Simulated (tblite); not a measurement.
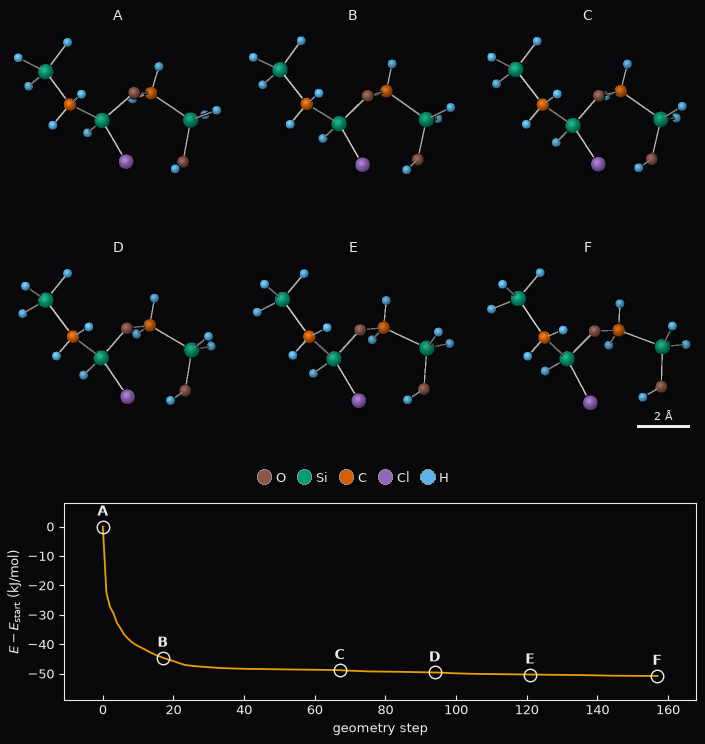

Frames of a relaxation of C2H11ClO2Si3, marked on the history of the run. The picture is a ball-and-stick view, seen at a tilt.

The calculation used GFN2-xTB geometry optimisation, gas phase (tblite 0.8.0). 

> Describe the path.

The atom that moves furthest after the best rigid fit is an H atom (1.01 Å). By element the largest moves are H 1.01 Å, O 0.75 Å, Cl 0.74 Å, Si 0.53 Å, C 0.44 Å. Among the contacts that change: O–Si 1.683 → 1.601 Å, C–Si 1.833 → 1.899 Å, C–Si 1.884 → 1.919 Å, H–Si 1.489 → 1.461 Å. Bond angles that change, for instance: C–O–Si 119.5° → 133.1°, O–Si–C 114.0° → 104.1°, Si–C–Si 106.1° → 114.2°. Groups turn about O–Si by about 25°, O–Si by about 20°. The energy falls by 50.8 kJ/mol in 157 geometry steps. From step 0 to 17: an H atom moves most (0.23 Å), energy −44.6 kJ/mol. From step 17 to 67: an O atom moves most (0.23 Å), energy −4.23 kJ/mol. From step 67 to 94: an H atom moves most (0.31 Å), energy −0.79 kJ/mol. From step 94 to 121: the Cl atom moves most (0.33 Å), energy −0.71 kJ/mol. From step 121 to 157: an O atom moves most (0.29 Å), energy −0.47 kJ/mol.
